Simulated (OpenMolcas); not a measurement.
# SiClF2: property calculation (part 2 of 4)

Continued. System: SiClF2, multiplicity 2, SMILES F[Si](F)Cl. Method: B3LYP5/ANO-L-MB, UKS (OpenMolcas 26.06). The geometry comes from this level: PBE0-D4/def2-TZVP.

Geometry of the input (Å):
```
F  1.3082  0.1290  0.7980
Si 0.2212  -0.3165  -0.2657
F  -0.8718  -1.1574  0.5149
Cl -0.6576  1.3449  -1.0473
```

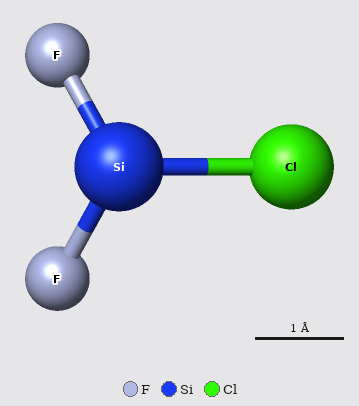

**Figure 1.** The structure as given in the input (ball-and-stick view, seen on its broad side).

### Log, continued
```
        1 F1     1s        -0.0005   -0.0003   -0.0075    0.0051   -0.0023    0.0139   -0.0103   -0.0033    0.0053   -0.0015
        2 F1     2s         0.0019    0.0008    0.6197   -0.6649   -0.0877    0.3210   -0.2274   -0.0659    0.0799   -0.0182
        3 F1     2px       -0.0021   -0.0010   -0.0931    0.0959   -0.0066    0.2688   -0.2806   -0.0156    0.5004   -0.3447
        4 F1     2py       -0.0008   -0.0004   -0.0379    0.0392    0.0033    0.1227   -0.1003   -0.5038   -0.0212    0.5992
        5 F1     2pz       -0.0019   -0.0010   -0.0939    0.0896   -0.0070    0.2808   -0.5549   -0.0430   -0.2935    0.1074
        6 SI2    1s         0.0000   -0.0001   -0.0050    0.0000   -0.0030    0.0057    0.0000   -0.0006    0.0013    0.0000
        7 SI2    2s         0.0000   -0.0134   -0.0575    0.0000   -0.0311    0.0556    0.0000   -0.0055    0.0110    0.0000
        8 SI2    3s        -0.0000    0.0005    0.1408   -0.0001    0.1400   -0.5461    0.0001   -0.0635    0.1346    0.0000
        9 SI2    2px        0.8561   -0.3619    0.0004    0.0384    0.0109   -0.0003   -0.0406   -0.0114   -0.0049   -0.0011
       10 SI2    3px        0.0027   -0.0011   -0.0060   -0.0822   -0.0433   -0.0018    0.2260    0.1458    0.0966    0.0263
       11 SI2    2py        0.5040    0.4320    0.0063    0.0226   -0.0211   -0.0027   -0.0240    0.0227    0.0032   -0.0007
       12 SI2    3py        0.0016    0.0014   -0.0041   -0.0485    0.0845   -0.0046    0.1334   -0.2721   -0.0997    0.0157
       13 SI2    2pz        0.1115    0.8259   -0.0310    0.0050    0.0120    0.0149   -0.0053   -0.0158    0.0229   -0.0001
       14 SI2    3pz        0.0004    0.0024    0.0641   -0.0107   -0.0503    0.0349    0.0294    0.1146   -0.2900    0.0034
       15 F3     1s         0.0005   -0.0003   -0.0075   -0.0051   -0.0023    0.0139    0.0103   -0.0033    0.0053    0.0015
       16 F3     2s        -0.0019    0.0008    0.6210    0.6637   -0.0877    0.3210    0.2273   -0.0658    0.0801    0.0183
       17 F3     2px       -0.0021    0.0010    0.0941    0.0954    0.0015   -0.2846   -0.3227    0.4512   -0.1589    0.3781
       18 F3     2py       -0.0017    0.0007    0.0726    0.0736    0.0081   -0.2039   -0.2555   -0.2288   -0.4106   -0.5795
       19 F3     2pz        0.0014   -0.0007   -0.0698   -0.0646   -0.0059    0.2090    0.4769    0.0177   -0.3790   -0.1026
       20 CL4    1s         0.0000   -0.0000   -0.0004    0.0000   -0.0016    0.0028   -0.0000    0.0041   -0.0003   -0.0000
       21 CL4    2s         0.0000   -0.0001   -0.0039    0.0000   -0.0222    0.0205   -0.0000    0.0307   -0.0024   -0.0000
       22 CL4    3s         0.0000   -0.0003    0.0121   -0.0000    0.8718    0.3643   -0.0001    0.3388   -0.0554   -0.0001
       23 CL4    2px       -0.0001   -0.0000   -0.0006    0.0009   -0.0029    0.0042   -0.0029    0.0045   -0.0019   -0.0013
       24 CL4    3px       -0.0005    0.0001    0.0031    0.0098    0.0848   -0.0792    0.0709   -0.1522    0.0752    0.1343
       25 CL4    2py       -0.0000    0.0000    0.0014    0.0005    0.0054   -0.0079   -0.0017   -0.0085    0.0025   -0.0008
       26 CL4    3py       -0.0003   -0.0001   -0.0039    0.0058   -0.1612    0.1485    0.0417    0.2950   -0.1121    0.0789
       27 CL4    2pz       -0.0000   -0.0001   -0.0013    0.0001   -0.0025    0.0035   -0.0004    0.0045    0.0030   -0.0002
       28 CL4    3pz       -0.0001   -0.0005   -0.0059    0.0013    0.0793   -0.0645    0.0093   -0.1682   -0.0693    0.0176

          Orbital           21        22        23        24        25        26        27        28
          Energy           -0.4417   -0.4402   -0.3869   -0.3794   -0.2957   -0.0126    0.0317    0.0422
          Occ. No.          1.0000    1.0000    1.0000    1.0000    1.0000    0.0000    0.0000    0.0000

        1 F1     1s         0.0009    0.0031   -0.0022   -0.0036   -0.0062    0.0076   -0.0488    0.0463
        2 F1     2s        -0.0220   -0.0065   -0.0171   -0.0301   -0.0695    0.0862   -0.4348    0.4329
        3 F1     2px       -0.0986   -0.5547    0.1795    0.0492   -0.0093   -0.2437    0.1003   -0.3713
        4 F1     2py        0.2949   -0.3471   -0.1609   -0.1557    0.2313    0.2328   -0.0089   -0.2443
        5 F1     2pz       -0.4683    0.2861   -0.0374    0.1531    0.3481   -0.0857    0.3583   -0.0847
        6 SI2    1s        -0.0010    0.0000   -0.0009   -0.0000    0.0088   -0.0098    0.0000   -0.0073
        7 SI2    2s        -0.0095    0.0000   -0.0070   -0.0000    0.0773   -0.0879    0.0001   -0.0688
        8 SI2    3s        -0.1499    0.0005   -0.0553   -0.0000    0.7287   -0.6683    0.0008   -0.5806
        9 SI2    2px       -0.0041   -0.0094    0.0031    0.0014   -0.0034    0.0207    0.0430   -0.0021
       10 SI2    3px       -0.0085   -0.0365   -0.0502    0.0523    0.2372    0.5456    1.0323   -0.0465
       11 SI2    2py        0.0109   -0.0056   -0.0054    0.0008    0.0046   -0.0353    0.0253    0.0137
       12 SI2    3py       -0.0145   -0.0215    0.0632    0.0309   -0.3056   -0.9329    0.6088    0.3124
       13 SI2    2pz       -0.0183   -0.0012    0.0005    0.0002    0.0051    0.0006    0.0056   -0.0456
       14 SI2    3pz        0.1307   -0.0051    0.0994    0.0068   -0.4382    0.0376    0.1354   -1.0466
       15 F3     1s         0.0009   -0.0031   -0.0022    0.0036   -0.0062    0.0077    0.0487    0.0464
       16 F3     2s        -0.0218    0.0065   -0.0171    0.0301   -0.0695    0.0862    0.4337    0.4341
       17 F3     2px       -0.1231   -0.5027    0.0628   -0.0826   -0.2618   -0.0717    0.1060    0.4003
       18 F3     2py        0.2799   -0.2791   -0.2298    0.1358    0.0822    0.3344    0.1306    0.2112
       19 F3     2pz       -0.4738   -0.4202   -0.0525   -0.1574    0.3153   -0.0634   -0.3314    0.0146
       20 CL4    1s         0.0009   -0.0000   -0.0000    0.0000   -0.0010    0.0139    0.0000   -0.0052
       21 CL4    2s         0.0064   -0.0000    0.0001    0.0000   -0.0084    0.1081    0.0000   -0.0399
       22 CL4    3s         0.1599   -0.0005   -0.0357   -0.0000   -0.0598    0.5787    0.0002   -0.1694
       23 CL4    2px        0.0027    0.0010    0.0010   -0.0035   -0.0027    0.0119   -0.0087   -0.0056
       24 CL4    3px       -0.2904   -0.0944   -0.1483    0.8159   -0.3028    0.2818   -0.2997   -0.1081
       25 CL4    2py       -0.0046    0.0006   -0.0006   -0.0021    0.0041   -0.0234   -0.0051    0.0086
       26 CL4    3py        0.4981   -0.0578    0.0497    0.4814    0.4767   -0.5611   -0.1771    0.1375
       27 CL4    2pz       -0.0002    0.0001   -0.0045   -0.0005    0.0022    0.0142   -0.0011    0.0036
       28 CL4    3pz       -0.0293   -0.0123    0.9144    0.1061    0.1656    0.3787   -0.0392    0.2037
--

++    Static properties:
      ------------------

      LoProp Charges per center

                   F1       SI2      F3       CL4
      Nuclear      9.0000  14.0000   9.0000  17.0000
      Electronic  -9.3702 -13.0717  -9.3702 -17.1878

      Total       -0.3702   0.9283  -0.3702  -0.1878
--

      All orbitals with orbital energies smaller than  E(LUMO)+0.5 are printed

++    Molecular orbitals:
      -------------------

      Title: UKS-DFT orbitals (beta)

      Molecular orbitals for symmetry species 1: a

          Orbital            1         2         3         4         5         6         7         8         9        10
          Energy         -101.5529  -66.4525  -24.6055  -24.6055   -9.4984   -7.2573   -7.2481   -7.2478   -5.5858   -3.9465
          Occ. No.          1.0000    1.0000    1.0000    1.0000    1.0000    1.0000    1.0000    1.0000    1.0000    1.0000

        1 F1     1s         0.0000    0.0000    0.1628    0.9867   -0.0000    0.0000    0.0000    0.0000   -0.0004   -0.0002
        2 F1     2s        -0.0000    0.0001    0.0005    0.0028    0.0000    0.0001    0.0003    0.0002   -0.0011    0.0012
        3 F1     2px        0.0000   -0.0000   -0.0003   -0.0009   -0.0002   -0.0001    0.0000   -0.0001   -0.0001   -0.0012
        4 F1     2py       -0.0000   -0.0000   -0.0002   -0.0004    0.0003    0.0001   -0.0001   -0.0001   -0.0003   -0.0003
        5 F1     2pz        0.0000   -0.0000   -0.0001   -0.0009   -0.0002   -0.0001   -0.0001    0.0000   -0.0004   -0.0012
        6 SI2    1s         0.0000    1.0000   -0.0000   -0.0000   -0.0000   -0.0001   -0.0000    0.0000   -0.0002   -0.0000
        7 SI2    2s         0.0000    0.0002   -0.0002   -0.0002   -0.0004   -0.0006   -0.0000    0.0000    1.0000    0.0002
        8 SI2    3s         0.0001   -0.0004   -0.0013   -0.0009   -0.0026   -0.0023   -0.0000   -0.0000    0.0099   -0.0012
        9 SI2    2px       -0.0000   -0.0000    0.0001   -0.0001    0.0001    0.0001   -0.0001    0.0000   -0.0064    0.3447
       10 SI2    3px       -0.0000    0.0000    0.0008   -0.0010    0.0014    0.0008   -0.0011    0.0002   -0.0009    0.0013
       11 SI2    2py        0.0000    0.0000    0.0001   -0.0001   -0.0002   -0.0002   -0.0000   -0.0000    0.0081   -0.7192
       12 SI2    3py        0.0001   -0.0001    0.0006   -0.0005   -0.0027   -0.0016   -0.0006   -0.0002    0.0014   -0.0027
       13 SI2    2pz       -0.0000    0.0001   -0.0001   -0.0001    0.0001    0.0001   -0.0000   -0.0001    0.0123    0.6030
       14 SI2    3pz       -0.0000   -0.0000   -0.0008   -0.0008    0.0012    0.0006   -0.0001   -0.0011    0.0007    0.0020
       15 F3     1s         0.0000    0.0000    0.9867   -0.1628   -0.0000    0.0000   -0.0000    0.0000   -0.0004   -0.0002
       16 F3     2s        -0.0000    0.0001    0.0029   -0.0004    0.0000    0.0001   -0.0003    0.0002   -0.0011    0.0012
       17 F3     2px        0.0000    0.0000    0.0009   -0.0000   -0.0002   -0.0000   -0.0001    0.0001    0.0004    0.0011
       18 F3     2py       -0.0000    0.0000    0.0007   -0.0000    0.0004    0.0002    0.0000    0.0001    0.0000    0.0011
       19 F3     2pz        0.0000   -0.0000   -0.0006    0.0002   -0.0002   -0.0001    0.0001    0.0001   -0.0003   -0.0009
       20 CL4    1s         1.0000    0.0000   -0.0000   -0.0000   -0.0000   -0.0000    0.0000   -0.0000   -0.0001    0.0001
       21 CL4    2s         0.0000    0.0000   -0.0000   -0.0000    1.0002   -0.0159   -0.0000    0.0003   -0.0005    0.0006
       22 CL4    3s        -0.0003    0.0001    0.0000    0.0000    0.0102    0.0023    0.0000   -0.0001   -0.0020    0.0007
       23 CL4    2px        0.0000    0.0000   -0.0000    0.0000    0.0068    0.4151    0.8559   -0.3084   -0.0001    0.0002
       24 CL4    3px       -0.0000    0.0000   -0.0001    0.0002    0.0011    0.0025    0.0036   -0.0013   -0.0006   -0.0002
       25 CL4    2py       -0.0001   -0.0000   -0.0000    0.0000   -0.0131   -0.7992    0.5050    0.3258    0.0002   -0.0003
       26 CL4    3py        0.0001   -0.0001   -0.0001    0.0001   -0.0021   -0.0048    0.0021    0.0015    0.0012    0.0004
       27 CL4    2pz        0.0000    0.0000    0.0000    0.0000    0.0068    0.4346    0.1112    0.8937   -0.0001    0.0001
       28 CL4    3pz       -0.0000    0.0000    0.0001    0.0001    0.0010    0.0025    0.0005    0.0037   -0.0008   -0.0004

          Orbital           11        12        13        14        15        16        17        18        19        20
          Energy           -3.9458   -3.9397   -1.2534   -1.2240   -0.9032   -0.5858   -0.4991   -0.4975   -0.4835   -0.4417
          Occ. No.          1.0000    1.0000    1.0000    1.0000    1.0000    1.0000    1.0000    1.0000    1.0000    1.0000

        1 F1     1s        -0.0005   -0.0002   -0.0076    0.0052   -0.0023    0.0144   -0.0051    0.0108   -0.0017    0.0006
        2 F1     2s         0.0020    0.0007    0.6181   -0.6640   -0.0882    0.3254   -0.0892    0.2287   -0.0151    0.0312
        3 F1     2px       -0.0022   -0.0009   -0.0939    0.0970   -0.0066    0.3195   -0.1735    0.3501   -0.4391   -0.1247
        4 F1     2py       -0.0008   -0.0004   -0.0352    0.0363    0.0036    0.1007   -0.4904   -0.0135    0.2079    0.6816
        5 F1     2pz       -0.0020   -0.0009   -0.0901    0.0854   -0.0075    0.2611    0.1021    0.5145    0.3314    0.1179
        6 SI2    1s         0.0000   -0.0001   -0.0050    0.0000   -0.0029    0.0060   -0.0008   -0.0000   -0.0001   -0.0000
        7 SI2    2s         0.0000   -0.0162   -0.0570    0.0000   -0.0308    0.0580   -0.0074   -0.0000    0.0003   -0.0000
        8 SI2    3s        -0.0000    0.0010    0.1434   -0.0001    0.1382   -0.5087   -0.0741   -0.0002   -0.1606   -0.0000
        9 SI2    2px        0.8560   -0.3845    0.0005    0.0380    0.0109   -0.0015   -0.0088    0.0398    0.0079    0.0084
       10 SI2    3px        0.0024   -0.0010   -0.0073   -0.0853   -0.0471    0.0291    0.1126   -0.2353   -0.1249   -0.0264
       11 SI2    2py        0.5040    0.4779    0.0061    0.0224   -0.0211   -0.0012    0.0193    0.0235   -0.0101    0.0050
       12 SI2    3py        0.0014    0.0014   -0.0029   -0.0504    0.0903   -0.0451   -0.2300   -0.1394    0.1650   -0.0154
       13 SI2    2pz        0.1118    0.7895   -0.0309    0.0050    0.0118    0.0171   -0.0204    0.0051   -0.0148    0.0011
       14 SI2    3pz        0.0003    0.0019    0.0685   -0.0111   -0.0476   -0.0188    0.1828   -0.0303    0.2120   -0.0034
       15 F3     1s         0.0005   -0.0002   -0.0076   -0.0052   -0.0023    0.0144   -0.0051   -0.0108   -0.0017   -0.0006
       16 F3     2s        -0.0020    0.0007    0.6194    0.6628   -0.0882    0.3255   -0.0883   -0.2290   -0.0152   -0.0312
       17 F3     2px       -0.0021    0.0009    0.0914    0.0925    0.0014   -0.2854    0.4848    0.2508   -0.0385    0.5535
       18 F3     2py       -0.0017    0.0007    0.0743    0.0755    0.0083   -0.2563   -0.1031    0.3665    0.4449   -0.4283
       19 F3     2pz        0.0014   -0.0006   -0.0662   -0.0606   -0.0064    0.1827    0.1893   -0.4363    0.3835   -0.0619
       20 CL4    1s         0.0000   -0.0000   -0.0004    0.0000   -0.0016    0.0030    0.0039    0.0000   -0.0006   -0.0000
       21 CL4    2s         0.0000   -0.0002   -0.0040    0.0000   -0.0225    0.0217    0.0290    0.0001   -0.0049   -0.0000
       22 CL4    3s         0.0000   -0.0004    0.0126   -0.0000    0.8702    0.3683    0.3206    0.0007   -0.0136   -0.0001
       23 CL4    2px       -0.0001   -0.0000   -0.0006    0.0009   -0.0029    0.0041    0.0045    0.0032    0.0008   -0.0007
       24 CL4    3px       -0.0004    0.0001    0.0033    0.0101    0.0826   -0.0800   -0.1362   -0.0990   -0.0452    0.1307
       25 CL4    2py       -0.0000    0.0001    0.0014    0.0006    0.0054   -0.0079   -0.0083    0.0019   -0.0006   -0.0004
       26 CL4    3py       -0.0003   -0.0001   -0.0042    0.0059   -0.1581    0.1531    0.2647   -0.0577    0.0512    0.0769
       27 CL4    2pz       -0.0000   -0.0001   -0.0014    0.0001   -0.0026    0.0043    0.0034    0.0004   -0.0036   -0.0001
       28 CL4    3pz       -0.0001   -0.0004   -0.0063    0.0013    0.0822   -0.0792   -0.1521   -0.0132    0.1146    0.0171

          Orbital           21        22        23        24        25        26        27        28
          Energy           -0.4358   -0.4274   -0.3791   -0.3759   -0.1971   -0.0001    0.0509    0.0560
          Occ. No.          1.0000    1.0000    1.0000    1.0000    0.0000    0.0000    0.0000    0.0000

        1 F1     1s        -0.0037    0.0005   -0.0026   -0.0033   -0.0067    0.0127   -0.0488    0.0450
        2 F1     2s        -0.0060   -0.0273   -0.0239   -0.0266   -0.0801    0.1324   -0.4355    0.4200
        3 F1     2px        0.6068   -0.1274    0.1589    0.0442    0.0004   -0.2840    0.0976   -0.3385
        4 F1     2py        0.1664    0.2818   -0.1199   -0.1455    0.2154    0.2049    0.0018   -0.2724
        5 F1     2pz       -0.3359   -0.4397   -0.0743    0.1615    0.3508   -0.0847    0.3682   -0.0844
        6 SI2    1s         0.0000   -0.0006   -0.0006   -0.0000    0.0089   -0.0104    0.0000   -0.0063
        7 SI2    2s         0.0000   -0.0060   -0.0047   -0.0000    0.0781   -0.0939    0.0001   -0.0591
        8 SI2    3s         0.0001   -0.1295   -0.0534   -0.0000    0.7784   -0.7039    0.0013   -0.4994
        9 SI2    2px        0.0068   -0.0053    0.0023    0.0017   -0.0037    0.0204    0.0438   -0.0045
       10 SI2    3px        0.0517    0.0293   -0.0262    0.0460    0.2289    0.5424    1.0298   -0.1063
       11 SI2    2py        0.0040    0.0132   -0.0035    0.0010    0.0049   -0.0337    0.0258    0.0181
       12 SI2    3py        0.0305   -0.0762    0.0206    0.0271   -0.2865   -0.8977    0.6064    0.4159
       13 SI2    2pz        0.0009   -0.0192   -0.0020    0.0002    0.0059   -0.0041    0.0058   -0.0459
       14 SI2    3pz        0.0066    0.1215    0.1085    0.0060   -0.4607   -0.0979    0.1364   -1.0423
       15 F3     1s         0.0037    0.0005   -0.0026    0.0033   -0.0067    0.0127    0.0486    0.0452
       16 F3     2s         0.0060   -0.0272   -0.0239    0.0266   -0.0801    0.1324    0.4333    0.4223
       17 F3     2px        0.3621   -0.1003    0.0439   -0.0745   -0.2531   -0.0290    0.1148    0.4096
       18 F3     2py        0.4050    0.2976   -0.1877    0.1274    0.0658    0.3554    0.1239    0.1694
       19 F3     2pz        0.4618   -0.4358   -0.0891   -0.1654    0.3179   -0.0516   -0.3404    0.0109
       20 CL4    1s        -0.0000    0.0015    0.0005    0.0000   -0.0015    0.0131    0.0000   -0.0068
       21 CL4    2s        -0.0000    0.0111    0.0038    0.0000   -0.0123    0.1021    0.0001   -0.0519
       22 CL4    3s        -0.0001    0.2044    0.0037   -0.0000   -0.0949    0.5506    0.0006   -0.2340
       23 CL4    2px       -0.0009    0.0032    0.0016   -0.0034   -0.0034    0.0110   -0.0087   -0.0069
       24 CL4    3px        0.0666   -0.2907   -0.2019    0.8179   -0.2810    0.2700   -0.2955   -0.1429
       25 CL4    2py       -0.0005   -0.0056   -0.0019   -0.0020    0.0054   -0.0219   -0.0052    0.0111
       26 CL4    3py        0.0389    0.5271    0.1418    0.4826    0.4501   -0.5439   -0.1751    0.2045
       27 CL4    2pz       -0.0001    0.0011   -0.0039   -0.0004    0.0020    0.0146   -0.0011    0.0020
       28 CL4    3pz        0.0086   -0.1553    0.9083    0.1064    0.1186    0.3920   -0.0388    0.1635
--

++    Molecular charges:
      ------------------

      Mulliken charges per centre and basis function type
      ---------------------------------------------------

                            F1                      SI2                     F3                      CL4
                     alpha        beta       alpha        beta       alpha        beta       alpha        beta
      1s           1.0001      1.0001      1.0000      1.0000      1.0001      1.0001      1.0000      1.0000
      2s           0.9788      0.9786      1.0004      1.0007      0.9788      0.9786      1.0003      1.0004
      2px          0.9164      0.9179      1.0001      1.0001      0.9324      0.8912      1.0000      1.0000
      2pz          0.9426      0.8650      1.0001      1.0000      0.9565      0.8935      1.0000      1.0000
      2py          0.9586      0.9299      1.0001      1.0001      0.9288      0.9282      1.0001      1.0001
      3s           0.0000      0.0000      0.7517      0.4417      0.0000      0.0000      0.9869      0.9884
      3px          0.0000      0.0000      0.2367      0.1867      0.0000      0.0000      0.9425      0.8954
      3pz          0.0000      0.0000      0.3757      0.2112      0.0000      0.0000      0.9373      0.9322
      3py          0.0000      0.0000      0.3055      0.2139      0.0000      0.0000      0.8695      0.7460
      Total        4.7965      4.6915      6.6703      6.0544      4.7966      4.6916      8.7366      8.5625
      Total              9.4881                 12.7247                  9.4881                 17.2991

      Charge           -0.4881                  1.2753                 -0.4881                 -0.2991

      Total electronic charge=   49.000000

      Total            charge=   -0.000000
--

++    Static properties:
      ------------------

      LoProp Charges per center

                   F1       SI2      F3       CL4
      Nuclear      9.0000  14.0000   9.0000  17.0000
      Electronic  -9.3702 -13.0717  -9.3702 -17.1878

      Total       -0.3702   0.9283  -0.3702  -0.1878
--
```
